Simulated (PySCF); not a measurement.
## Run report: C5H8OP2Si, NMR shielding calculation

C5H8OP2Si, computed with GIAO PBE0/pcSseg-1 NMR shielding, non-relativistic, gas phase (PySCF 2.14.0).

The geometry comes from this level: GFN2-xTB. It belongs to a series of runs on one base structure; here: C3H6OH replaced by 3-furyl. Figures and captions count atoms from 1; the log counts them from 0 in places.

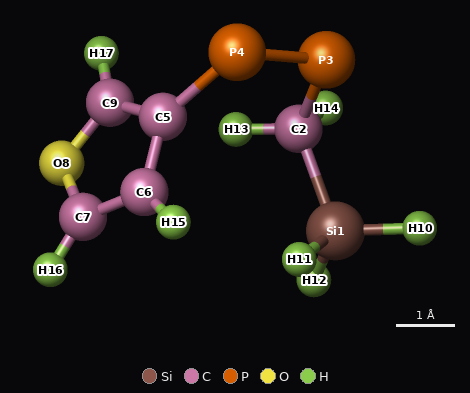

**Figure 1.** The input geometry (ball-and-stick view, seen at a tilt; atoms are numbered from 1 in the order of the input). Bond lengths as drawn: C–C 1.36 to 1.43 Å, C–H 1.07 to 1.09 Å, C–O 1.34 Å, C–P 1.81 to 1.85 Å, C–Si 1.91 Å, H–Si 1.46 Å and P–P 2.04 Å.

**The input**
```
{"job": {"kind": "nmr", "xc": "PBE0", "basis": "pcSseg-1"}, "charge": 0, "multiplicity": 1}
Si    -2.066894    -0.755792    -0.806601
C     -1.701401    -0.363846     1.028501
P     -1.916688     1.440330     1.389015
P     -0.099690     2.352022     1.220129
C      1.062548     1.033020     0.775678
C      1.609804     0.780814    -0.515894
C      2.474293    -0.253952    -0.360757
O      2.512193    -0.657958     0.920169
C      1.661515     0.124596     1.603738
H     -3.426266    -0.319230    -1.122698
H     -1.102993    -0.053447    -1.655129
H     -1.932620    -2.204444    -0.972757
H     -0.703217    -0.708218     1.299782
H     -2.422047    -0.892001     1.654066
H      1.379176     1.308777    -1.418452
H      3.099441    -0.775624    -1.058169
H      1.565849    -0.043015     2.658933
```

The first line tells a small driver script what to run in PySCF; the rest is the geometry in Å.

Run as:
```bash
OMP_NUM_THREADS=1 python <driver script> task.json out
```

**The program's output**
```
coarse grid: 16352 points
cycle   1  E = -1241.8442131270  dE =  1.369e+00  |g| = 4.649e-01  |ddm| = 4.128e+00
cycle   2  E = -1241.8219786973  dE =  2.223e-02  |g| = 5.685e-01  |ddm| = 8.111e-01
cycle   3  E = -1241.8898922830  dE = -6.791e-02  |g| = 7.664e-02  |ddm| = 4.782e-01
cycle   4  E = -1241.8911118683  dE = -1.220e-03  |g| = 2.557e-02  |ddm| = 1.183e-01
cycle   5  E = -1241.8912195685  dE = -1.077e-04  |g| = 1.596e-02  |ddm| = 4.781e-02
cycle   6  E = -1241.8912999110  dE = -8.034e-05  |g| = 5.103e-03  |ddm| = 2.682e-02
cycle   7  E = -1241.8913077045  dE = -7.793e-06  |g| = 1.226e-03  |ddm| = 6.670e-03
final grid: 146008 points
cycle   8  E = -1241.9553862406  dE = -2.245e-05  |g| = 1.273e-02  |ddm| = 3.877e-02
cycle   9  E = -1241.9553233630  dE =  6.288e-05  |g| = 2.172e-02  |ddm| = 2.504e-02
cycle  10  E = -1241.9554175003  dE = -9.414e-05  |g| = 2.578e-03  |ddm| = 1.726e-02
cycle  11  E = -1241.9554191573  dE = -1.657e-06  |g| = 4.694e-04  |ddm| = 2.820e-03
cycle  12  E = -1241.9554192039  dE = -4.657e-08  |g| = 2.807e-04  |ddm| = 9.822e-04
cycle  13  E = -1241.9554192308  dE = -2.694e-08  |g| = 5.826e-05  |ddm| = 4.331e-04
cycle  14  E = -1241.9554192319  dE = -1.002e-09  |g| = 1.996e-05  |ddm| = 9.947e-05
cycle  15  E = -1241.9554192320  dE = -1.032e-10  |g| = 4.403e-06  |ddm| = 2.494e-05
```

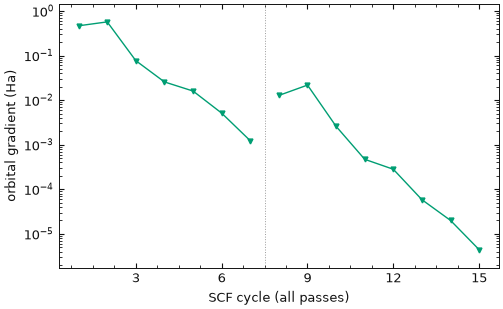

**Figure 2.** Convergence of the self-consistent field: orbital gradient against the SCF cycle. The dotted line marks the change from a coarse to the final integration grid. The first 7 cycles use a coarse grid, the final grid takes over at cycle 8, and the field converges after 15 cycles in all.

```
converged SCF energy = -1241.9554192320

GIAO shielding tensors (ppm)
atom      isotropic    diamagn.    paramagn.     s11        s22        s33       span
  0 Si     421.932     880.748    -458.816    378.507    426.517    460.771     82.264
  1 C      159.050     259.683    -100.633    122.927    175.754    178.469     55.542
  2 P     -301.879     966.422   -1268.301  -1092.673   -297.152    484.187   1576.860
  3 P     -198.444     966.114   -1164.558   -960.976    -74.469    440.112   1401.088
  4 C       55.636     265.587    -209.951    -23.901     54.719    136.090    159.990
  5 C       66.775     252.167    -185.392    -23.872     68.476    155.721    179.593
  6 C       36.482     255.241    -218.760    -45.372     45.549    109.268    154.641
  7 O       22.297     397.899    -375.601   -119.942    -66.375    253.209    373.150
  8 C       42.872     255.804    -212.931    -24.748     47.759    105.607    130.355
  9 H       27.893      29.360      -1.467     24.224     25.863     33.592      9.368
 10 H       28.428      31.077      -2.650     23.671     29.602     32.010      8.339
 11 H       27.766      29.921      -2.155     24.592     25.089     33.618      9.026
 12 H       28.547      35.969      -7.422     22.381     28.107     35.153     12.771
 13 H       29.676      31.063      -1.387     25.860     26.464     36.704     10.844
 14 H       25.248      32.516      -7.268     23.505     25.070     27.169      3.664
 15 H       23.889      30.780      -6.891     21.416     24.626     25.625      4.209
 16 H       24.647      32.264      -7.618     21.572     24.860     27.508      5.937
```

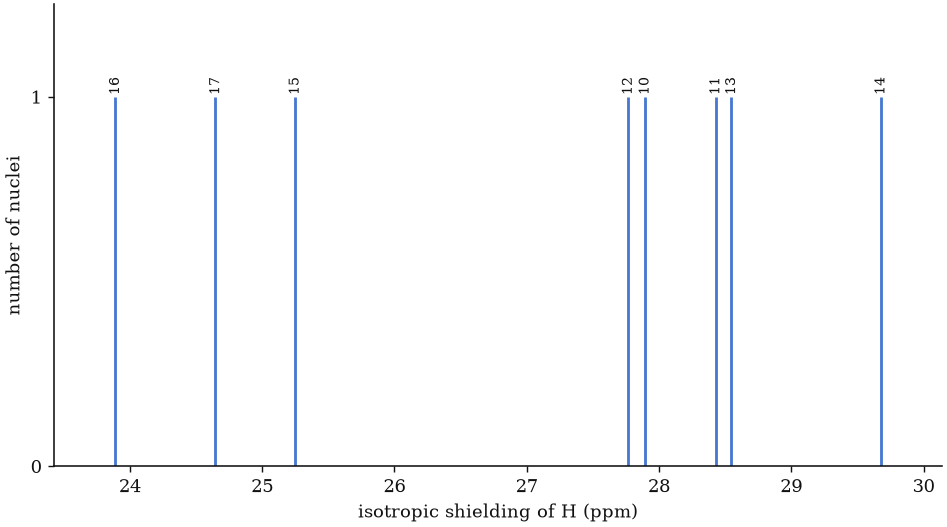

**Figure 3.** Isotropic shieldings of the hydrogen nuclei in this fixed geometry, labelled by atom number; shielding grows to the right, so chemical shift grows to the left. The least shielded is H16 (23.9 ppm), the most shielded H14 (29.7 ppm).

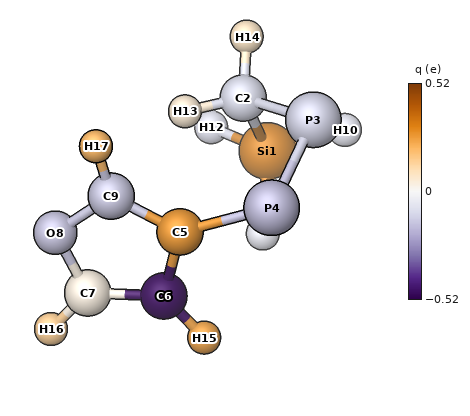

**Figure 4.** ESP-fitted charges, as the colour of each atom (ball-and-stick view, seen at a tilt; atoms are numbered from 1 in the order of the input). By element: Si +0.34, C −0.49 to +0.27, P −0.16 to −0.11, O −0.16 and H −0.11 to +0.26 e.

**Key numbers**

```json
{"quantity": "outcome", "value": "converged"}
{"quantity": "total energy", "value": "−1241.955419 hartree"}
{"quantity": "HOMO", "value": "−6.79 eV"}
{"quantity": "LUMO", "value": "−2.62 eV"}
{"quantity": "dipole moment", "value": "2.47 D"}
{"quantity": "isotropic shielding, Si", "value": "421.9 ppm"}
{"quantity": "isotropic shielding, C", "value": "36.5 to 159.1 ppm"}
{"quantity": "isotropic shielding, P", "value": "−301.9 to −198.4 ppm"}
{"quantity": "isotropic shielding, O", "value": "22.3 ppm"}
{"quantity": "isotropic shielding, H", "value": "23.9 to 29.7 ppm"}
{"quantity": "hardware", "value": "1 CPU thread, shared host"}
{"quantity": "wall time", "value": "41 s"}
{"quantity": "peak memory", "value": "0.94 GiB"}
```
